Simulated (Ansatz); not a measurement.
# C₂H₂AlClS: a spread of methods and bases

How do the results and run time of C₂H₂AlClS respond when the settings are drawn wide?

Method: the settings change from run to run; program: Ansatz 0.2.0, Gaussian basis.

## Step 1: The molecule

The geometry comes from an earlier relaxation with PBE0-D4 in a triple-zeta def2 set; it is a stationary point, not always the lowest conformer.

7 atoms, charge 0, spin multiplicity 1.

Atoms are counted from 1 here; the program's logs count them from 0.

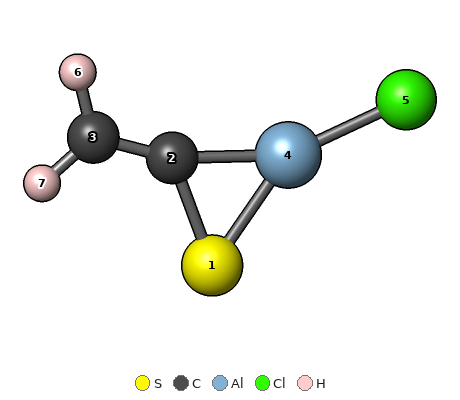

The structure; sulfur yellow, carbon dark grey, aluminium light blue, chlorine green, hydrogen pink; atoms are numbered from 1 in the order of the file.

Coordinates:

| atom | x (Å) | y (Å) | z (Å) |
| --- | --- | --- | --- |
| S1 | -0.8906 | -1.5455 | -0.6070 |
| C2 | 0.1357 | -0.1486 | 0.0891 |
| C3 | 1.2026 | -0.2618 | 0.8608 |
| Al4 | -1.2692 | 0.5131 | -0.9426 |
| Cl5 | -2.4363 | 1.9686 | -1.8276 |
| H6 | 1.7185 | 0.6286 | 1.2049 |
| H7 | 1.6004 | -1.2223 | 1.1766 |

## Step 2: RPA/6-31G*

in.yaml reads:

```yaml
crystal:
  periodic: [false, false, false]
  atoms:
    - {symbol: S, position_ang: [-0.890643, -1.545523, -0.606959]}
    - {symbol: C, position_ang: [0.135667, -0.148649, 0.089130]}
    - {symbol: C, position_ang: [1.202625, -0.261810, 0.860758]}
    - {symbol: Al, position_ang: [-1.269208, 0.513094, -0.942623]}
    - {symbol: Cl, position_ang: [-2.436267, 1.968648, -1.827557]}
    - {symbol: H, position_ang: [1.718511, 0.628574, 1.204851]}
    - {symbol: H, position_ang: [1.600415, -1.222335, 1.176600]}
basis:
  gaussian: {orbitals: "6-31G*"}
hamiltonian: {xc: {name: HF}}
correlation: {method: rpa}
```

Started as:

```
ansatz run in.yaml --threads 2 --pin off --events-out ev --progress --plain --max-ram 4352MiB
```

The log of the run:

```text
Functional definition: HF
  name "HF"
  cite "Fock, Z. Phys. 61, 126 (1930) doi:10.1007/BF01340294"
  parent pbe
  exchange = exact_x
  correlation = 0
847 factors; integrals over basis functions are off by at most 8.4e-4 eV
mean field evaluation 1: about -31994.0707 eV, gradient 2.4e1 eV
mean field evaluation 2: about -31994.1381 eV, gradient 2.4e1 eV
mean field evaluation 4: about -31996.1542 eV, gradient 2.6e0 eV
mean field evaluation 8: about -31996.1919 eV, gradient 2.1e-1 eV
mean field -31996.19247044 eV, -1175.8383854905 hartree, gradient 1.9e-6 eV, S^2 0.000000; 0 other end points of the search recorded, 0 dependent functions left out; unrestricted orbitals would lower it
mean field evaluation 16: about -31996.1241 eV, gradient 3.1e0 eV
17 core orbitals not correlated: weight in the atoms' cores, before any rotation towards them, 1.000 or more for the frozen orbitals, at most 0.000 for the correlated occupied ones
reference -31996.19247044 eV, -1175.8383854905 hartree; 13, 13 occupied and 61, 61 virtual orbitals, 847 factors
Total energy: -32012.93778472 eV, -1176.4537644398 hartree
```

It took 0.75 s on 2 threads of Intel Xeon 6975P-C, shared host.

## Step 3: r2SCAN/ANO-RCC-VTZP

Options: high accuracy, the search for lower states set to off.

Changes to in.yaml since step 2:

```diff
@@ -11,4 +11,5 @@
 basis:
-  gaussian: {orbitals: "6-31G*"}
-hamiltonian: {xc: {name: HF}}
-correlation: {method: rpa}
+  gaussian: {orbitals: ANO-RCC-VTZP}
+hamiltonian: {xc: {name: r2SCAN}}
+accuracy: high
+scf: {lower_state_search: off}
```

The command is unchanged.

The log of the run, cut to the lines that bear on the results:

```text
Functional definition: r2SCAN
  name "r2SCAN"
  cite "Furness, Kaplan, Ning, Perdew & Sun, J. Phys. Chem. Lett. 11, 8208 (2020) doi:10.1021/acs.jpclett.0c02405"
  cite "Furness, Kaplan, Ning, Perdew & Sun, J. Phys. Chem. Lett. 11, 9248 (2020) doi:10.1021/acs.jpclett.0c03077"
  parent r2scan
[...]
3436 factors; integrals over basis functions are off by at most 3.8e-9 eV
[...]
mean field -32142.55263887 eV, -1181.2170224737 hartree, gradient 9.3e-8 eV, S^2 0.000000; 0 other end points of the search recorded, 0 dependent functions left out
reference -32142.55264047 eV, -1181.2170225324 hartree; 30, 30 occupied and 160, 160 virtual orbitals, 3436 factors
Total energy: -32142.55264047 eV, -1181.2170225324 hartree
Relativity: scalar
Checks for a lower state left out: stability, starts, cluster_reference, orbital_swaps, neighbouring_geometries, increment
```

Wall time 60 s (2 threads of Intel Xeon 6975P-C, shared host); peak memory 0.83 GiB.

## Step 4: LC-wPBE/def2-TZVPP

Changes to in.yaml since step 3:

```diff
@@ -11,5 +11,3 @@
 basis:
-  gaussian: {orbitals: ANO-RCC-VTZP}
-hamiltonian: {xc: {name: r2SCAN}}
-accuracy: high
-scf: {lower_state_search: off}
+  gaussian: {orbitals: def2-TZVPP}
+hamiltonian: {xc: {name: LC-wPBE}}
```

Same command.

The log of the run, cut to the lines that bear on the results:

```text
Functional definition: LC-wPBE
  name "LC-wPBE"
  cite "Vydrov & Scuseria, J. Chem. Phys. 125, 234109 (2006) doi:10.1063/1.2409292"
  cite "Heyd & Scuseria, J. Chem. Phys. 120, 7274 (2004) doi:10.1063/1.1668634"
  cite "Ernzerhof & Perdew, J. Chem. Phys. 109, 3313 (1998) doi:10.1063/1.476928"
  cite "Perdew, Burke & Ernzerhof, Phys. Rev. Lett. 77, 3865 (1996) doi:10.1103/PhysRevLett.77.3865"
  parent pbe
[...]
1325 factors; their error is unknown
368 factors; integrals over basis functions are off by at most 2.4e-5 eV
[...]
mean field -32053.72479112 eV, -1177.9526592785 hartree, gradient 3.8e-5 eV, S^2 0.000000; 0 other end points of the search recorded, 0 dependent functions left out
reference -32053.72479112 eV, -1177.9526592788 hartree; 30, 30 occupied and 186, 186 virtual orbitals, 1325 factors
Total energy: -32053.72479112 eV, -1177.9526592788 hartree
```

It took 2.1 s on 2 threads of Intel Xeon 6975P-C, shared host; peak memory 0.39 GiB.

## Step 5: PBE0/6-31G*

This run has charge +1, multiplicity 2, restricted open-shell orbitals, coordinates scaled by 0.96, the search for lower states set to light.

in.yaml reads:

```yaml
crystal:
  periodic: [false, false, false]
  atoms:
    - {symbol: S, position_ang: [-0.855017, -1.483702, -0.582680]}
    - {symbol: C, position_ang: [0.130241, -0.142703, 0.085564]}
    - {symbol: C, position_ang: [1.154520, -0.251338, 0.826328]}
    - {symbol: Al, position_ang: [-1.218440, 0.492570, -0.904918]}
    - {symbol: Cl, position_ang: [-2.338817, 1.889902, -1.754454]}
    - {symbol: H, position_ang: [1.649771, 0.603431, 1.156657]}
    - {symbol: H, position_ang: [1.536398, -1.173441, 1.129536]}
basis:
  gaussian: {orbitals: "6-31G*"}
total_charge: 1
magnetization: {spin_polarized: false, initial_magnetization: 1}
hamiltonian: {xc: {name: PBE0}}
scf: {lower_state_search: light}
output: {forces: true}
```

The command is unchanged.

The log of the run, cut to the lines that bear on the results:

```text
Functional definition: PBE0
  name "PBE0"
  cite "Adamo & Barone, J. Chem. Phys. 110, 6158 (1999) doi:10.1063/1.478522"
  cite "Perdew, Burke & Ernzerhof, Phys. Rev. Lett. 77, 3865 (1996) doi:10.1103/PhysRevLett.77.3865"
  parent pbe
[...]
848 factors; integrals over basis functions are off by at most 8.1e-4 eV
[...]
mean field -32038.45309902 eV, -1177.3914349456 hartree, gradient 2.1e-5 eV, S^2 0.750000; 3 other end points of the search recorded, 0 dependent functions left out
[...]
reference -32038.45312594 eV, -1177.3914359347 hartree; 30, 29 occupied and 61, 62 virtual orbitals, 848 factors
Total energy: -32038.45312594 eV, -1177.3914359347 hartree
Atom 0 at    -0.855017    -1.483702    -0.582680 Å, force     0.939438    -3.085838     0.770963 eV/Å
Atom 1 at     0.130241    -0.142703     0.085564 Å, force    -4.424302    -0.155999    -3.180483 eV/Å
Atom 2 at     1.154520    -0.251338     0.826328 Å, force     3.842524    -0.801068     2.790955 eV/Å
Atom 3 at    -1.218440     0.492570    -0.904918 Å, force    -1.496718     3.342036    -1.180028 eV/Å
Atom 4 at    -2.338817     1.889902    -1.754454 Å, force    -0.705061     0.790777    -0.531880 eV/Å
Atom 5 at     1.649771     0.603431     1.156657 Å, force     0.998496     1.575828     0.670538 eV/Å
Atom 6 at     1.536398    -1.173441     1.129536 Å, force     0.845623    -1.665735     0.659934 eV/Å
Dipole moment:     0.681159    -0.375923     0.501964 e Å
```

Run time: 3 s. Hardware: 2 threads of Intel Xeon 6975P-C, shared host; peak memory 0.27 GiB.

Largest force 5.451 eV/Å.

## Step 6: RPA/def2-mTZVPP

in.yaml reads:

```yaml
crystal:
  periodic: [false, false, false]
  atoms:
    - {symbol: S, position_ang: [-0.890643, -1.545523, -0.606959]}
    - {symbol: C, position_ang: [0.135667, -0.148649, 0.089130]}
    - {symbol: C, position_ang: [1.202625, -0.261810, 0.860758]}
    - {symbol: Al, position_ang: [-1.269208, 0.513094, -0.942623]}
    - {symbol: Cl, position_ang: [-2.436267, 1.968648, -1.827557]}
    - {symbol: H, position_ang: [1.718511, 0.628574, 1.204851]}
    - {symbol: H, position_ang: [1.600415, -1.222335, 1.176600]}
basis:
  gaussian: {orbitals: def2-mTZVPP}
hamiltonian: {xc: {name: r2SCAN}}
correlation: {method: rpa}
```

Launched as before.

The log of the run, cut to the lines that bear on the results:

```text
Functional definition: r2SCAN
  name "r2SCAN"
  cite "Furness, Kaplan, Ning, Perdew & Sun, J. Phys. Chem. Lett. 11, 8208 (2020) doi:10.1021/acs.jpclett.0c02405"
  cite "Furness, Kaplan, Ning, Perdew & Sun, J. Phys. Chem. Lett. 11, 9248 (2020) doi:10.1021/acs.jpclett.0c03077"
  parent r2scan
[...]
1121 factors; integrals over basis functions are off by at most 1.1e-3 eV
[...]
mean field -32060.39609654 eV, -1178.1978252310 hartree, gradient 3.2e-6 eV, S^2 0.000000; 0 other end points of the search recorded, 0 dependent functions left out
17 core orbitals not correlated: weight in the atoms' cores, before any rotation towards them, 1.000 or more for the frozen orbitals, at most 0.000 for the correlated occupied ones
reference -31997.94303520 eV, -1175.9027175589 hartree; 13, 13 occupied and 94, 94 virtual orbitals, 1121 factors
Total energy: -32024.12821693 eV, -1176.8650052386 hartree
```

Run time: 3.3 s. Hardware: 2 threads of Intel Xeon 6975P-C, shared host; peak memory 0.27 GiB.

## Step 7: PBEsol/def2-mTZVPP

Set apart from the defaults: a point charge of 0.50 e beside it, D3(BJ) with three-body dispersion.

Changes to in.yaml since step 6:

```diff
@@ -11,4 +11,4 @@
 basis:
-  gaussian: {orbitals: def2-mTZVPP}
-hamiltonian: {xc: {name: r2SCAN}}
-correlation: {method: rpa}
+  gaussian: {orbitals: def2-mTZVPP, point_charges: [{charge: 0.50, position_ang: [4.279, 0.970, 0.066]}]}
+hamiltonian: {xc: {name: PBEsol}, dispersion: d3bjatm}
+output: {forces: true}
```

Launched as before.

The log of the run, cut to the lines that bear on the results:

```text
Functional definition: PBEsol
  name "PBEsol"
  cite "Perdew et al., Phys. Rev. Lett. 100, 136406 (2008) doi:10.1103/PhysRevLett.100.136406"
  cite "Perdew, Burke & Ernzerhof, Phys. Rev. Lett. 77, 3865 (1996) doi:10.1103/PhysRevLett.77.3865"
  parent pbesol
[...]
1225 factors; their error is unknown
[...]
mean field -31989.76467015 eV, -1175.6021681868 hartree, gradient 1.6e-5 eV, S^2 0.000000; 0 other end points of the search recorded, 0 dependent functions left out
[...]
reference -31989.76470822 eV, -1175.6021695857 hartree; 30, 30 occupied and 94, 94 virtual orbitals, 1225 factors
Total energy: -31989.85425631 eV, -1175.6054604174 hartree
Atom 0 at    -0.890643    -1.545523    -0.606959 Å, force     0.018033    -0.404465     0.030347 eV/Å
Atom 1 at     0.135667    -0.148649     0.089130 Å, force    -0.176981     0.062722    -0.223274 eV/Å
Atom 2 at     1.202625    -0.261810     0.860758 Å, force     0.416651    -0.087838     0.024312 eV/Å
Atom 3 at    -1.269208     0.513094    -0.942623 Å, force    -0.293927     0.316052    -0.147172 eV/Å
Atom 4 at    -2.436267     1.968648    -1.827557 Å, force    -0.085679     0.132752    -0.081685 eV/Å
Atom 5 at     1.718511     0.628574     1.204851 Å, force     0.076572     0.390046     0.244911 eV/Å
Atom 6 at     1.600415    -1.222335     1.176600 Å, force     0.109720    -0.359832     0.167527 eV/Å
Dipole moment:    -0.269770     0.204796    -0.097491 e Å
```

Run time: 1.1 s. Hardware: 2 threads of Intel Xeon 6975P-C, shared host.

Largest force 0.467 eV/Å, dipole 1.69 D.

## Step 8: SPW92/aug-cc-pVTZ

Options: unrestricted orbitals, atoms shaken by 0.03 Å, the search for lower states set to full.

in.yaml reads:

```yaml
crystal:
  periodic: [false, false, false]
  atoms:
    - {symbol: S, position_ang: [-0.900353, -1.579748, -0.579889]}
    - {symbol: C, position_ang: [0.102152, -0.151884, 0.080340]}
    - {symbol: C, position_ang: [1.183902, -0.269305, 0.850360]}
    - {symbol: Al, position_ang: [-1.289532, 0.530164, -0.975407]}
    - {symbol: Cl, position_ang: [-2.386155, 1.961374, -1.829364]}
    - {symbol: H, position_ang: [1.729401, 0.615858, 1.185932]}
    - {symbol: H, position_ang: [1.605186, -1.203180, 1.192433]}
basis:
  gaussian: {orbitals: aug-cc-pVTZ}
magnetization: {spin_polarized: true, initial_magnetization: 0}
hamiltonian: {xc: {name: SPW92}}
scf: {lower_state_search: full}
output: {forces: true}
```

Launched as before.

The log of the run, cut to the lines that bear on the results:

```text
Functional definition: SPW92
  name "SPW92"
  cite "Dirac, Proc. Camb. Phil. Soc. 26, 376 (1930) doi:10.1017/S0305004100016108"
  cite "Slater, Phys. Rev. 81, 385 (1951) doi:10.1103/PhysRev.81.385"
  cite "Perdew & Wang, Phys. Rev. B 45, 13244 (1992) doi:10.1103/PhysRevB.45.13244"
[...]
1555 factors; their error is unknown
[...]
mean field -31939.02711355 eV, -1173.7375973727 hartree, gradient 1.5e-5 eV, S^2 0.000000; 0 other end points of the search recorded, 0 dependent functions left out
[...]
reference -31939.02717938 eV, -1173.7375997919 hartree; 30, 30 occupied and 258, 258 virtual orbitals, 1555 factors
Total energy: -31939.02717938 eV, -1173.7375997919 hartree
Atom 0 at    -0.900353    -1.579748    -0.579889 Å, force    -0.183418     0.670105    -0.155825 eV/Å
Atom 1 at     0.102152    -0.151884     0.080340 Å, force     0.481178    -0.271284     0.291477 eV/Å
Atom 2 at     1.183902    -0.269305     0.850360 Å, force    -0.470017     0.674905    -0.366927 eV/Å
Atom 3 at    -1.289532     0.530164    -0.975407 Å, force     1.058423    -1.660220     0.879539 eV/Å
Atom 4 at    -2.386155     1.961374    -1.829364 Å, force    -0.827842     1.016851    -0.652051 eV/Å
Atom 5 at     1.729401     0.615858     1.185932 Å, force    -0.074194     0.194590    -0.041365 eV/Å
Atom 6 at     1.605186    -1.203180     1.192433 Å, force     0.015871    -0.624946     0.045150 eV/Å
Dipole moment:    -0.062327     0.340484    -0.074816 e Å
```

Wall time 4.6 s (2 threads of Intel Xeon 6975P-C, shared host); peak memory 0.79 GiB.

Largest force 2.156 eV/Å, dipole 1.70 D, ⟨S²⟩ 0.000.

## Step 9: CCSD(T)/def2-mTZVP

Set apart from the defaults: correlated electrons set to outside_noble_gas, 1 DIIS vectors.

in.yaml reads:

```yaml
crystal:
  periodic: [false, false, false]
  atoms:
    - {symbol: S, position_ang: [-0.890643, -1.545523, -0.606959]}
    - {symbol: C, position_ang: [0.135667, -0.148649, 0.089130]}
    - {symbol: C, position_ang: [1.202625, -0.261810, 0.860758]}
    - {symbol: Al, position_ang: [-1.269208, 0.513094, -0.942623]}
    - {symbol: Cl, position_ang: [-2.436267, 1.968648, -1.827557]}
    - {symbol: H, position_ang: [1.718511, 0.628574, 1.204851]}
    - {symbol: H, position_ang: [1.600415, -1.222335, 1.176600]}
basis:
  gaussian: {orbitals: def2-mTZVP}
hamiltonian: {xc: {name: HF}}
correlation: {method: ccsd_t, electrons: outside_noble_gas, diis_vectors: 1}
```

Same command.

The log of the run, cut to the lines that bear on the results:

```text
Functional definition: HF
  name "HF"
  cite "Fock, Z. Phys. 61, 126 (1930) doi:10.1007/BF01340294"
  parent pbe
[...]
991 factors; integrals over basis functions are off by at most 9.9e-4 eV
[...]
mean field -31998.46708230 eV, -1175.9219759346 hartree, gradient 1.8e-6 eV, S^2 0.000000; 0 other end points of the search recorded, 0 dependent functions left out; unrestricted orbitals would lower it
17 core orbitals not correlated: weight in the atoms' cores, before any rotation towards them, 1.000 or more for the frozen orbitals, at most 0.000 for the correlated occupied ones
reference -31998.46708230 eV, -1175.9219759346 hartree; 13, 13 occupied and 80, 80 virtual orbitals, 991 factors
second order -15.78019010 eV of doubles, -0.00000000 eV of singles
cycle   1  -16.25020893 eV  change   -4.7e-1 eV  update   1.0e-1
[...]
cycle  14  -16.81309514 eV  change   -2.8e-5 eV  update   2.7e-5
perturbative correction -0.69491947 eV, -0.0255378193 hartree
Total energy: -32015.97509691 eV, -1176.5653836041 hartree
```

Wall time 4.5 s (2 threads of Intel Xeon 6975P-C, shared host); peak memory 0.42 GiB.

T1 0.015.

## Step 10: r2SCAN50/def2-SVPD

This run has a grid of angular degree 11, high accuracy.

Changes to in.yaml since step 9:

```diff
@@ -11,4 +11,5 @@
 basis:
-  gaussian: {orbitals: def2-mTZVP}
-hamiltonian: {xc: {name: HF}}
-correlation: {method: ccsd_t, electrons: outside_noble_gas, diis_vectors: 1}
+  gaussian: {orbitals: def2-SVPD, final_grid: {core_spheres: 5, valence_spheres: 4, degree: 11}}
+hamiltonian: {xc: {name: r2SCAN50}}
+accuracy: high
+output: {forces: true}
```

Launched as before.

The log of the run, cut to the lines that bear on the results:

```text
Functional definition: r2SCAN50
  name "r2SCAN50"
  cite "Bursch, Neugebauer, Ehlert & Grimme, J. Chem. Phys. 156, 134105 (2022) doi:10.1063/5.0086040"
  cite "Furness, Kaplan, Ning, Perdew & Sun, J. Phys. Chem. Lett. 11, 8208 (2020) doi:10.1021/acs.jpclett.0c02405"
  cite "Furness, Kaplan, Ning, Perdew & Sun, J. Phys. Chem. Lett. 11, 9248 (2020) doi:10.1021/acs.jpclett.0c03077"
  parent r2scan
[...]
2529 factors; integrals over basis functions are off by at most 3.9e-9 eV
[...]
mean field -32047.52990937 eV, -1177.7250015733 hartree, gradient 9.3e-8 eV, S^2 0.000000; 0 other end points of the search recorded, 0 dependent functions left out
[...]
reference -32047.52991023 eV, -1177.7250016048 hartree; 30, 30 occupied and 104, 104 virtual orbitals, 2529 factors
Total energy: -32047.52991023 eV, -1177.7250016048 hartree
Atom 0 at    -0.890643    -1.545523    -0.606959 Å, force     0.063651     0.047806     0.044419 eV/Å
Atom 1 at     0.135667    -0.148649     0.089130 Å, force     0.110355    -0.001581     0.079474 eV/Å
Atom 2 at     1.202625    -0.261810     0.860758 Å, force    -0.112908    -0.084889    -0.078741 eV/Å
Atom 3 at    -1.269208     0.513094    -0.942623 Å, force     0.037134     0.079343     0.024220 eV/Å
Atom 4 at    -2.436267     1.968648    -1.827557 Å, force    -0.031752    -0.069830    -0.020681 eV/Å
Atom 5 at     1.718511     0.628574     1.204851 Å, force     0.008601    -0.022742     0.006957 eV/Å
Atom 6 at     1.600415    -1.222335     1.176600 Å, force    -0.075081     0.051894    -0.055649 eV/Å
Dipole moment:     0.005854     0.323245    -0.005682 e Å
```

It took 4.3 s on 2 threads of Intel Xeon 6975P-C, shared host; peak memory 0.57 GiB.

Largest force 0.162 eV/Å, dipole 1.55 D.

## Step 11: All runs side by side

| level | charge | multiplicity | geometry | functions | energy (eV) | time |
| --- | --- | --- | --- | --- | --- | --- |
| RPA/6-31G* | 0 | 1 | relaxed | 91 | -32012.938 | 0.75 s |
| r2SCAN/ANO-RCC-VTZP | 0 | 1 | relaxed | 190 | -32142.553 | 60 s |
| LC-wPBE/def2-TZVPP | 0 | 1 | relaxed | 216 | -32053.725 | 2.1 s |
| PBE0/6-31G* | 1 | 2 | scaled | 91 | -32038.453 | 3 s |
| RPA/def2-mTZVPP | 0 | 1 | relaxed | 124 | -32024.128 | 3.3 s |
| PBEsol/def2-mTZVPP | 0 | 1 | relaxed, point charge | 124 | -31989.854 | 1.1 s |
| SPW92/aug-cc-pVTZ | 0 | 1 | shaken | 288 | -31939.027 | 4.6 s |
| CCSD(T)/def2-mTZVP | 0 | 1 | relaxed | 110 | -32015.975 | 4.5 s |
| r2SCAN50/def2-SVPD | 0 | 1 | relaxed | 134 | -32047.530 | 4.3 s |

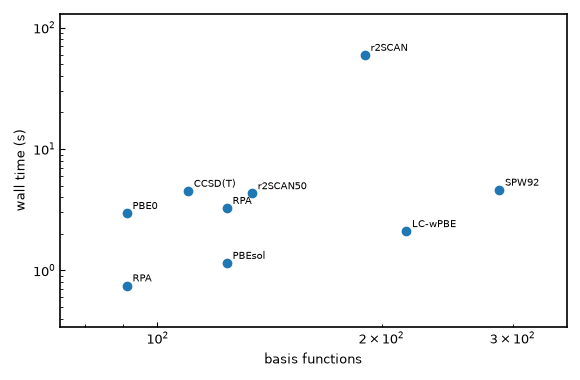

Wall time against the number of basis functions (shared host).

## Step 12: What came out

| quantity | value |
| --- | --- |
| runs | 9 |
| quickest | RPA/6-31G*, 0.75 s |
| slowest | r2SCAN/ANO-RCC-VTZP, 60 s |
| spread of total energies, same state and geometry | 129.6 eV |

**Reading.** r2SCAN/ANO-RCC-VTZP took 79 times as long as RPA/6-31G*. The jobs differ in tasks and options as well as level. The totals spread over 130 eV; they can't be compared across methods or bases. Some of these runs are scalar-relativistic and others not, which shifts the totals of all-electron atoms past neon by eV; core potentials, where a basis has them, take the core out of the total altogether. At the PBE0-D4/def2-TZVP geometry and in the same state, runs without warnings or point charges leave forces up to 0.16 eV/Å (r2SCAN50/def2-SVPD), against 2.2 eV/Å where the atoms were moved.
